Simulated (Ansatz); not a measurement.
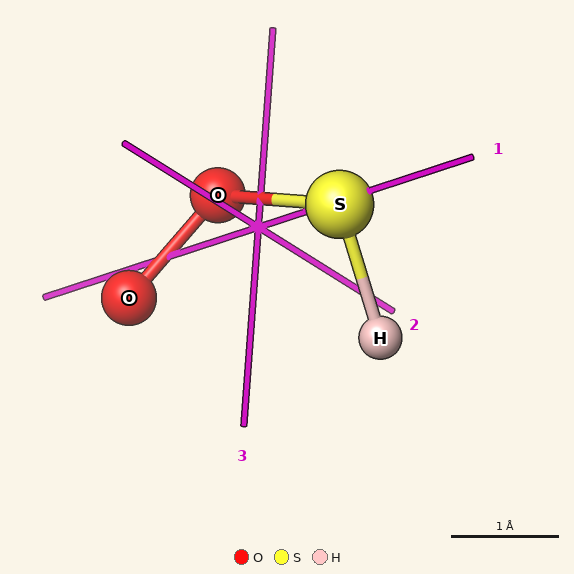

The three principal axes of inertia are drawn and numbered. Depth is shown by fading: the farther an atom, the more it takes the colour of the background. The species is neutral and a spin doublet. Computed geometry: PBE0-D4/def2-TZVP optimisation. No frequency run is at hand to confirm it as a minimum. Masses are those of the most abundant isotopes; constants are for the rigid equilibrium geometry.

Which line is the a axis (least moment of inertia), which b and which c?

a is line 1, b is line 3, c is line 2; the moments are 8.73, 78.2, 85.0 u Å².

Classify the rotor and give the rotational constants (GHz).

An asymmetric top (C1): A = 57.9, B = 6.46, C = 5.95 GHz. Ray's parameter κ is −0.98, close to the prolate limit.
